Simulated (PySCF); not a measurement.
**C₃H₉ClOSi₂: density, localisation and related maps**

The calculation's input:

```
{"job": {"kind": "nmr", "xc": "PBE0", "basis": "pcSseg-1"}, "charge": 0, "multiplicity": 1}
C     -1.631541    -0.899763    -0.361349
C     -0.963228     0.139995     0.529077
Si    -0.661116     1.911240    -0.169038
O      0.960135     1.684496     0.141692
Si     0.953263     0.120282     0.713623
C      1.972419    -1.026062    -0.387928
Cl     1.645336     0.136280     2.599202
H     -1.180665    -0.912970    -1.351020
H     -1.537286    -1.896505     0.067850
H     -2.691541    -0.678175    -0.477565
H     -1.475525     0.148279     1.493004
H     -1.128549     3.028260     0.632898
H     -0.825780     2.036485    -1.608231
H      1.592897    -1.040482    -1.404102
H      1.955324    -2.040841    -0.005397
H      3.008259    -0.701576    -0.424126
```

Launched as:

```sh
OMP_NUM_THREADS=1 python probes_run.py task.json out
```

Geometry: GFN2-xTB.

The calculation used PySCF 2.14.0, PBE0/pcSseg-1, SCF density, gas phase, non-relativistic.

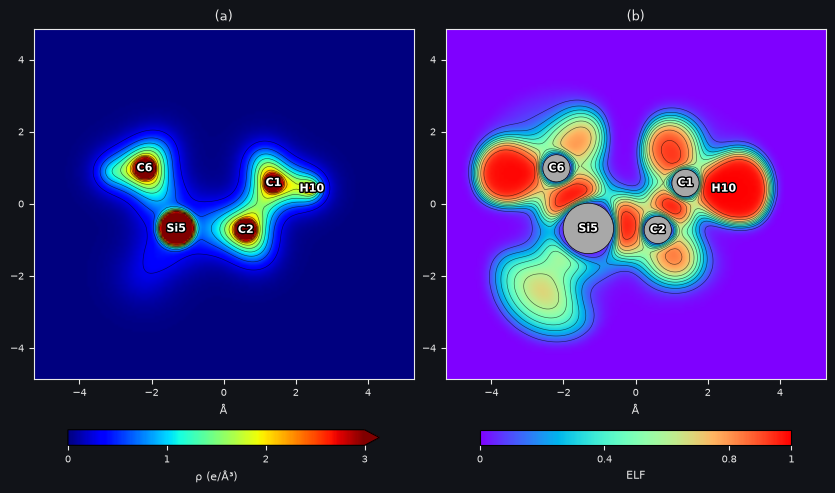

Figure 1. (a) total electron density; (b) ELF on the plane of atoms C2, Si5 and C6. Grey discs cover the atomic cores in the ELF map.

### Read the bonding off the picture.

The section cuts through C, Si and H sites.
C–C (1.52 Å): the density is about 1.6 e/Å³ at the midpoint; the ELF peaks at about 0.95 between the atoms (localised, covalent bonding).
C–Si (1.89 Å): ρ at the midpoint is about 0.95 e/Å³; the ELF peaks at about 0.95 between the atoms: a shared electron pair.
C–H (1.09 Å): the density is about 2 e/Å³ at the midpoint; the ELF climbs to about 1 towards the hydrogen, as it does in any bond to H: a covalent bond by its length.

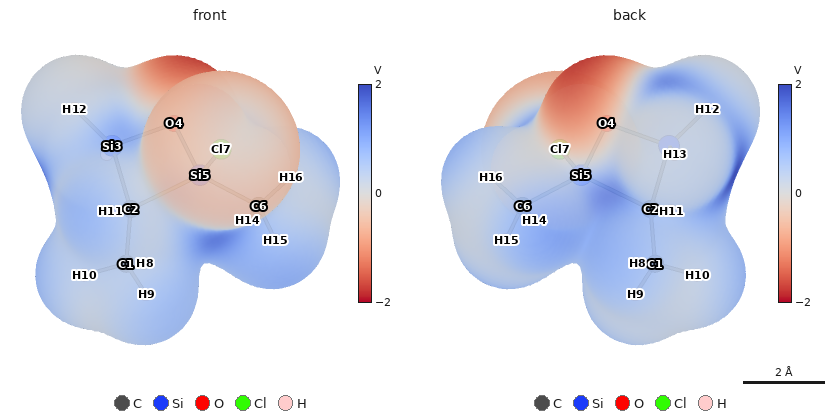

Figure 2. The molecular electrostatic potential painted on the density surface at 0.002 e/bohr³, seen from the front and from behind; red is negative and blue positive.

### Describe the electrostatic potential map.

The most negative region (about −1.7 V) lies over O4, the most positive (about +1.8 V) over Si3. O4 is the likeliest acceptor of a hydrogen bond.
